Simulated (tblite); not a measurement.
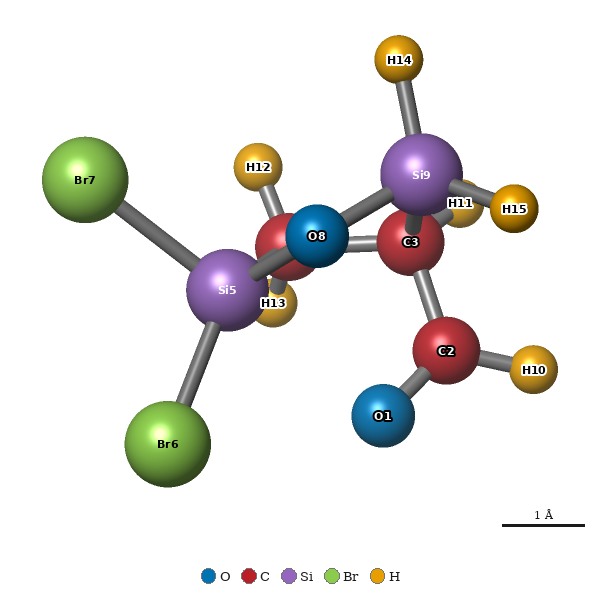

**Figure 1.** The structure (ball-and-stick view, seen at a tilt; atoms are numbered from 1 in the order of the input). Bond lengths as drawn: Br–Si 2.19 to 2.23 Å, C–C 1.45 to 1.52 Å, C–H 1.09 to 1.10 Å, C–O 1.21 Å, C–Si 1.90 to 1.96 Å, H–Si 1.45 Å and O–Si 1.62 to 1.65 Å.

Frequency calculation, with input and output: C3H6Br2O2Si2

System: C3H6Br2O2Si2.
Method: GFN2-xTB harmonic vibrations, gas phase (tblite 0.8.0).

It belongs to a series of runs on one base structure; here: H on C replaced by CHO.

### Input file
```
{"job": {"kind": "ir", "xc": "GFN2-xTB", "basis": "xTB"}, "charge": 0, "multiplicity": 1}
O     -0.344724     0.134109    -1.944948
C     -1.272431    -0.013634    -1.174549
C     -1.043568    -0.475065     0.185767
C      0.251109    -1.279422     0.200178
Si     1.570216    -0.007815    -0.316865
Br     2.619236     0.433969    -2.184409
Br     3.241136    -0.350532     1.118269
O      0.877619     1.362376     0.280665
Si    -0.573388     1.256131     0.984220
H     -2.292494     0.283170    -1.458253
H     -1.901221    -0.961492     0.640786
H      0.464585    -1.656636     1.201488
H      0.170332    -2.137839    -0.468693
H     -0.430453     1.036501     2.413639
H     -1.340367     2.384168     0.500793
```

The first line tells a small driver script what to run in tblite; the rest is the geometry in Å.

Machine: 1 CPU thread, shared host.

Launch command:
```bash
OMP_NUM_THREADS=1 python <driver script> task.json out
```

### What the program printed
```
mode    cm-1     km/mol
  1      54.4      1.22
  2      64.2     41.63
  3      93.7      7.80
  4     127.1      2.83
  5     148.5      9.37
  6     171.9     14.91
  7     218.0     18.68
  8     245.9      4.98
  9     278.9     11.68
 10     340.3     15.76
 11     380.5      6.91
 12     442.8     65.50
 13     481.4     22.24
 14     494.0     28.55
 15     570.8     49.18
 16     605.8     66.47
 17     634.9    180.49
 18     725.5    143.72
 19     744.1    228.10
 20     772.9    138.32
 21     790.2     96.43
 22     831.2     63.17
 23     902.6     30.07
 24     944.8    290.80
 25     983.4     43.77
 26    1020.0     96.44
 27    1080.1      3.97
 28    1136.1     44.25
 29    1208.0     34.26
 30    1292.3     12.11
 31    1337.6     23.18
 32    1467.1      5.39
 33    1685.1    343.09
 34    2365.3    243.42
 35    2422.1    251.38
 36    2849.4    132.17
 37    2971.6     22.66
 38    2980.8     15.41
 39    3011.8     27.58
```

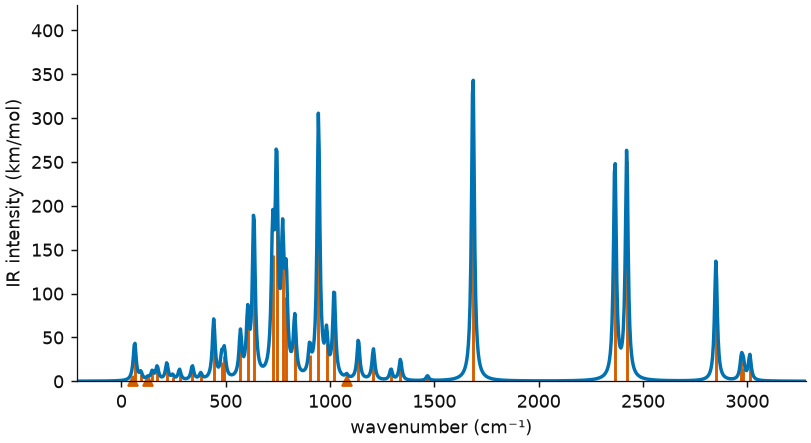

**Figure 2.** Harmonic infrared spectrum, unscaled: sticks (degenerate modes added up, dark ones marked on the axis) with a Lorentzian envelope of 16 cm⁻¹ full width, scaled to the tallest stick. 39 modes from 54 to 3012 cm⁻¹, none imaginary. The strongest line is at 1685 cm⁻¹ (343 km/mol).

### Summary

- outcome: converged
- total energy: −800.4246 eV
- zero-point energy: 55.5740 kcal/mol
- wall time: 1.6 s
- peak memory: 0.18 GiB
